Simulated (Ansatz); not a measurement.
Geometry relaxation of SiH₂ClF

The run: geometry relaxation of SiH₂ClF. Method and program: RKS BLYP-D4/def2-SVP (Ansatz 0.2.0).

It belongs to a series of runs on one base structure; here: end point A relaxed. Figures and captions count atoms from 1; the log counts them from 0 in places.

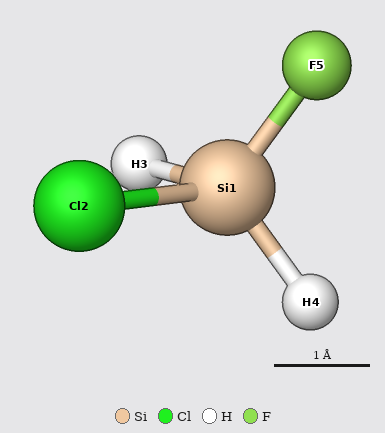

Figure 1. The starting structure (ball-and-stick view, seen at a tilt; atoms are numbered from 1 in the order of the input). Bond lengths as drawn: Cl–Si 2.10 Å, F–Si 1.63 Å and H–Si 1.46 to 1.49 Å.

Results in brief

```json
{"quantity": "outcome", "value": "converged"}
{"quantity": "total energy", "value": "−23143.3710 eV"}
{"quantity": "mean-field energy", "value": "−23143.1787 eV"}
{"quantity": "largest force (length of the vector) at the end", "value": "0.015 eV/Å"}
{"quantity": "hardware", "value": "1 thread of Arm Neoverse V2, 24 GiB of memory available, shared host"}
{"quantity": "wall time", "value": "5.6 s"}
{"quantity": "peak memory", "value": "0.12 GiB"}
```

Input file
```yaml
crystal:
  periodic: [false, false, false]
  atoms:
    - { symbol: Si, position_ang: [0.240497, 0.024058, 0.048875] }
    - { symbol: Cl, position_ang: [0.82563, -0.008775, 2.063813] }
    - { symbol: H, position_ang: [1.621704, -0.024949, -0.418239] }
    - { symbol: H, position_ang: [-0.586268, 1.214701, -0.299756] }
    - { symbol: F, position_ang: [-0.610963, -1.311035, -0.339992] }
basis:
  gaussian: { orbitals: def2-SVP }
hamiltonian:
  xc: blyp
  dispersion: d4
relax:
  f_tol: 0.03
  max_steps: 50
output:
  orbitals: {}
```

Launched with:
```bash
ansatz run input.yaml --threads 1 --pin off --max-ram 2048MiB --backend cpu --events-out ev --progress --plain --runs-dir out
```

Output
```
The last accepted step is kept in [file] (removed where the run ends without a failure and the disk answers)
Engine: ansatz 0.2.0, aarch64-unknown-linux-gnu
Functional definition: BLYP
  parameter beta = 0.0042
  parameter a = 0.04918
  parameter b = 0.132
  parameter c = 0.2533
  parameter d = 0.349
  exchange = b88_x(beta = beta)
  correlation = lyp_c(a = a, b = b, c = c, d = d)
655 factors; their error is unknown
mean field evaluation 1: about -23141.1706 eV, gradient 3.3e1 eV
mean field evaluation 2: about -23135.4245 eV, gradient 7.1e1 eV
mean field evaluation 4: about -23143.0294 eV, gradient 2.1e0 eV
mean field evaluation 8: about -23143.0431 eV, gradient 2.5e-2 eV
mean field evaluation 16: about -23142.9911 eV, gradient 2.8e-5 eV
mean field -23142.99111596 eV, -850.4892366286 hartree, gradient 2.8e-5 eV, S^2 0.000000; 0 other end points of the search recorded, 0 dependent functions left out
the calculation of the forces begins
reference -23142.99137967 eV, -850.4892463198 hartree; 21, 21 occupied and 39, 39 virtual orbitals, 655 factors
relax step   1: F+E_penalty+E_count = -23143.18294576 eV  Δ(F+E_penalty+E_count) = +0.000e0 eV  max|allowed force component| = 1.022e0 eV/Å  Δτ_max = 0.0000 Å  (24 SCF iters, accepted)
these checks for a lower state are left out or cut short: starts, cluster_reference, orbital_swaps, neighbouring_geometries, increment
655 factors; their error is unknown
mean field -23143.16471497 eV, -850.4956162745 hartree, gradient 7.6e-6 eV, S^2 0.000000; 0 other end points of the search recorded, 0 dependent functions left out
the calculation of the forces begins
reference -23143.16498010 eV, -850.4956260178 hartree; 21, 21 occupied and 39, 39 virtual orbitals, 655 factors
relax step   2: F+E_penalty+E_count = -23143.35599523 eV  Δ(F+E_penalty+E_count) = -1.730e-1 eV  max|allowed force component| = 3.858e-1 eV/Å  Δτ_max = 0.1959 Å  (26 SCF iters, accepted)
these checks for a lower state are left out or cut short: starts, cluster_reference, orbital_swaps, neighbouring_geometries, increment
655 factors; their error is unknown
mean field -23143.17693081 eV, -850.4960651986 hartree, gradient 2.7e-5 eV, S^2 0.000000; 0 other end points of the search recorded, 0 dependent functions left out
the calculation of the forces begins
reference -23143.17719602 eV, -850.4960749447 hartree; 21, 21 occupied and 39, 39 virtual orbitals, 655 factors
relax step   3: F+E_penalty+E_count = -23143.36907186 eV  Δ(F+E_penalty+E_count) = -1.308e-2 eV  max|allowed force component| = 1.184e-1 eV/Å  Δτ_max = 0.0322 Å  (25 SCF iters, accepted)
these checks for a lower state are left out or cut short: starts, cluster_reference, orbital_swaps, neighbouring_geometries, increment
655 factors; their error is unknown
mean field evaluation 32: about -23143.2292 eV, gradient 1.6e-3 eV
mean field -23143.17847571 eV, -850.4961219726 hartree, gradient 2.6e-5 eV, S^2 0.000000; 0 other end points of the search recorded, 0 dependent functions left out
the calculation of the forces begins
reference -23143.17874077 eV, -850.4961317133 hartree; 21, 21 occupied and 39, 39 virtual orbitals, 655 factors
relax step   4: F+E_penalty+E_count = -23143.37074645 eV  Δ(F+E_penalty+E_count) = -1.675e-3 eV  max|allowed force component| = 1.439e-2 eV/Å  Δτ_max = 0.0134 Å  (26 SCF iters, accepted)
```

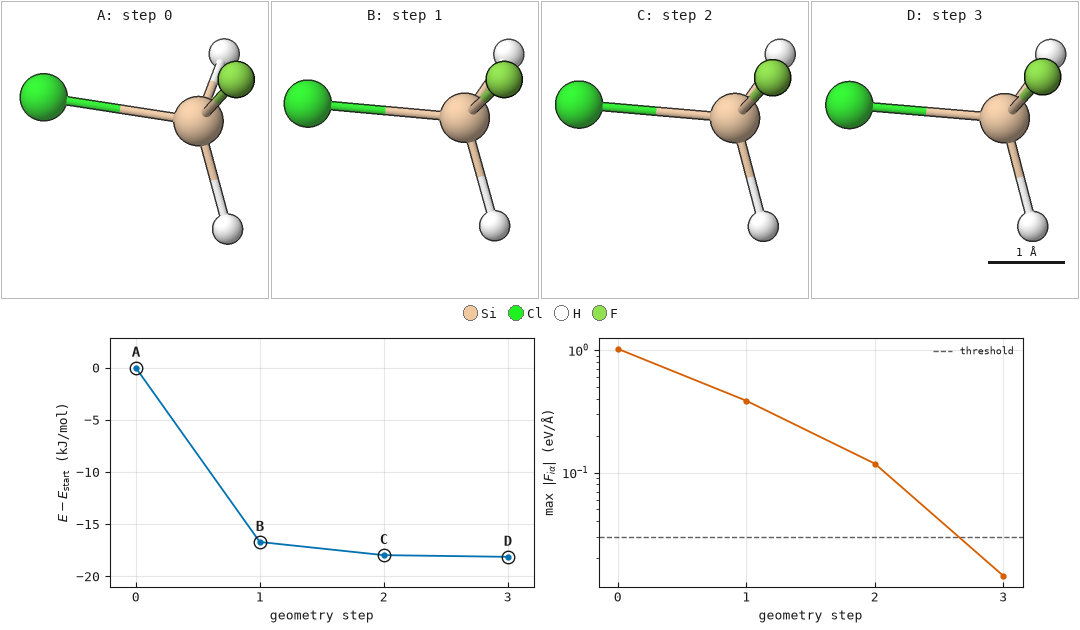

Figure 2. Frames of the relaxation (ball-and-stick view, seen at a tilt) above the curves, on which the letters mark them (the first geometry is step 0 here and step 1 in the log).

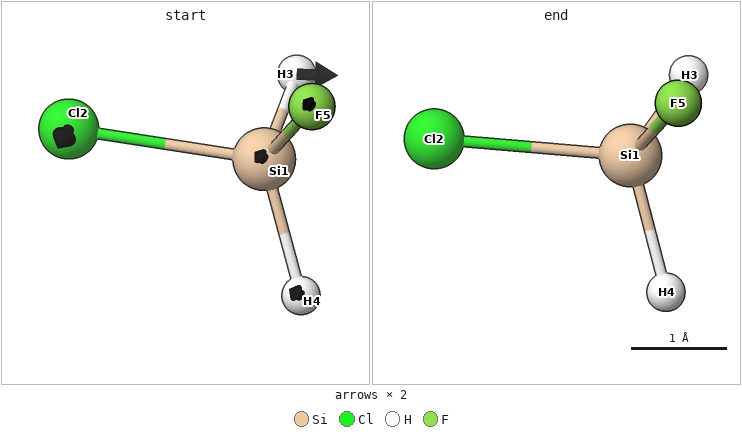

Figure 3. Before (left) and after (right) the relaxation, at one scale (ball-and-stick view, seen at a tilt). The black arrows give the displacements, magnified 2 times. The atom that moves furthest after the best rigid fit is H3 (0.22 Å). Largest moves by element: H 0.22 Å, Cl 0.17 Å, Si 0.07 Å, F 0.07 Å. Among the contacts that change: Si1–H3 1.459 → 1.492 Å, Si1–Cl2 2.098 → 2.075 Å. Among the angles that change: Cl2–Si1–H3 92.5° → 109.1°, H3–Si1–H4 118.5° → 113.2°, H3–Si1–F5 113.0° → 108.3°. Over 3 geometry steps the energy falls by 18.1 kJ/mol. Largest force component: 1 eV/Å at the start, 0.014 eV/Å at the end. (Atoms are counted from 1 in the order of the input.)

```
655 factors; their error is unknown
mean field -23143.17847571 eV, -850.4961219726 hartree, gradient 2.6e-5 eV, S^2 0.000000; 1 other end points of the search recorded, 0 dependent functions left out
the calculation of the forces begins
reference -23143.17874077 eV, -850.4961317133 hartree; 21, 21 occupied and 39, 39 virtual orbitals, 655 factors
Total energy: -23143.37101151 eV, -850.5031975326 hartree
Atom 0 at     0.299901     0.019022     0.094234 Å, force    -0.003959    -0.002787    -0.014393 eV/Å
Atom 1 at     0.671769    -0.000298     2.136021 Å, force     0.002780     0.003720     0.008291 eV/Å
Atom 2 at     1.598782    -0.025191    -0.637627 Å, force    -0.003559    -0.002201     0.003941 eV/Å
Atom 3 at    -0.523562     1.216352    -0.240830 Å, force     0.001467     0.001680     0.004748 eV/Å
Atom 4 at    -0.556290    -1.315884    -0.297097 Å, force     0.003270    -0.000412    -0.002588 eV/Å
Dipole moment:     0.096667     0.213035    -0.151591 e Å
```

Trajectory as extended XYZ (Å, eV, eV/Å), 4 frames, from step=1 to step=4
```
5
Properties=species:S:1:pos:R:3:forces:R:3 step=1 energy=-23143.18295
Si    0.2405    0.0241    0.0489    0.3100  -0.0007   0.8945
Cl    0.8256   -0.0088    2.0638   -0.5890   0.0403   0.1419
H     1.6217   -0.0249   -0.4182    0.2751  -0.0086  -1.0221
H    -0.5863    1.2147   -0.2998    0.0144  -0.0344   0.0123
F    -0.6110   -1.3110   -0.3400   -0.0105   0.0035  -0.0267
5
Properties=species:S:1:pos:R:3:forces:R:3 step=2 energy=-23143.35600
Si    0.2993    0.0109    0.0941    0.0640   0.1746   0.2298
Cl    0.7050    0.0008    2.1542   -0.1466  -0.0277  -0.3858
H     1.6182   -0.0139   -0.6138   -0.1256  -0.0740  -0.0013
H    -0.5424    1.1916   -0.2640    0.0907   0.0515   0.0923
F    -0.5895   -1.2954   -0.3158    0.1174  -0.1244   0.0650
5
Properties=species:S:1:pos:R:3:forces:R:3 step=3 energy=-23143.36907
Si    0.3018    0.0182    0.0907    0.0041   0.0376   0.1101
Cl    0.6787   -0.0031    2.1395   -0.0267   0.0087  -0.1184
H     1.6096   -0.0213   -0.6320   -0.0734  -0.0224   0.0067
H    -0.5318    1.2091   -0.2471    0.0474   0.0139   0.0173
F    -0.5676   -1.3089   -0.2964    0.0487  -0.0378  -0.0158
5
Properties=species:S:1:pos:R:3:forces:R:3 step=4 energy=-23143.37075
Si    0.2999    0.0190    0.0942   -0.0040  -0.0028  -0.0144
Cl    0.6718   -0.0003    2.1360    0.0028   0.0037   0.0083
H     1.5988   -0.0252   -0.6376   -0.0036  -0.0022   0.0039
H    -0.5236    1.2164   -0.2408    0.0015   0.0017   0.0047
F    -0.5563   -1.3159   -0.2971    0.0033  -0.0004  -0.0026
```

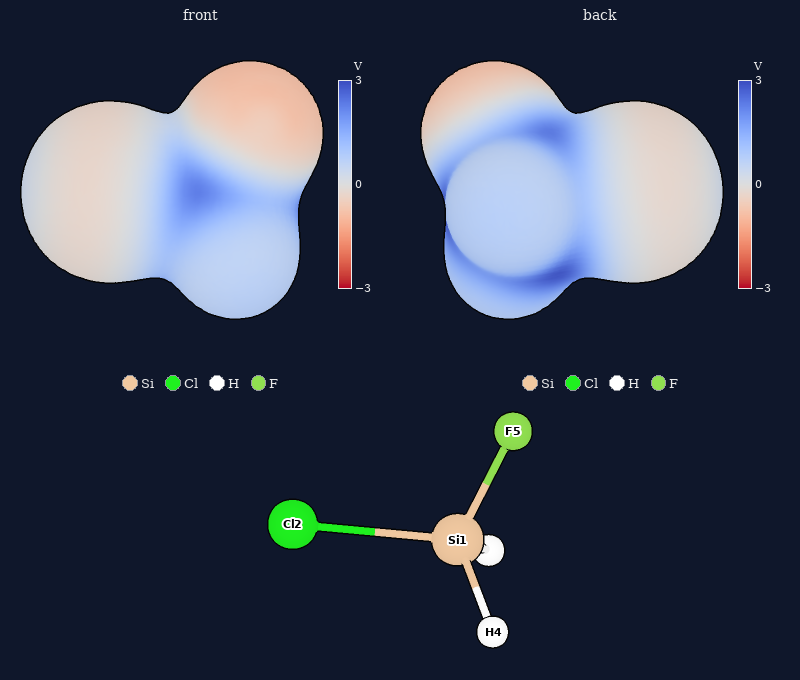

Figure 4. The electrostatic potential painted on the density surface at 0.004 e/bohr³, seen at a tilt and from behind; the colour scale runs from red (negative) to blue (positive). The bare structure is drawn below in the same view. A positive charge is drawn to the negative regions and a negative charge to the positive ones.

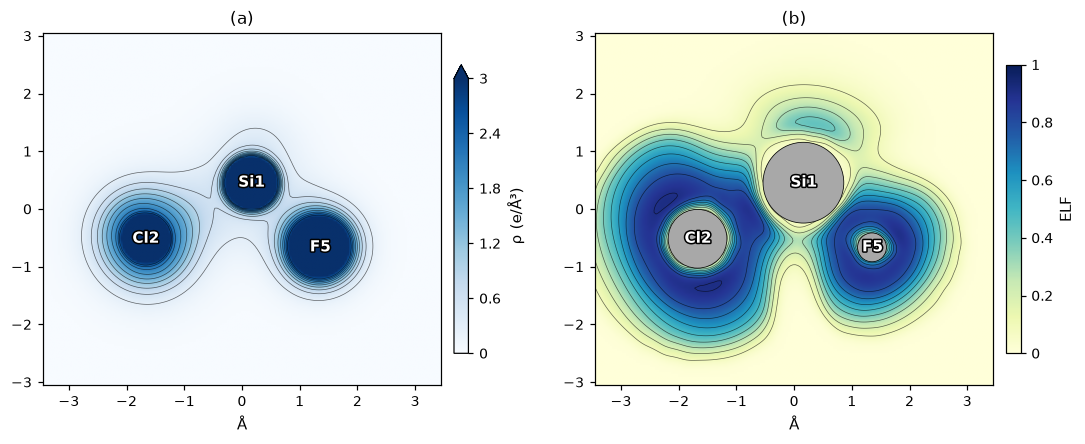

Figure 5. (a) total electron density; (b) ELF on the plane of atoms Cl2, Si1 and F5. Grey discs, where drawn, cover atomic cores. The section cuts through Si, Cl and F sites. Si–F (1.63 Å): ρ is about 0.99 e/Å³ halfway; the ELF peaks at about 0.85 between the atoms.
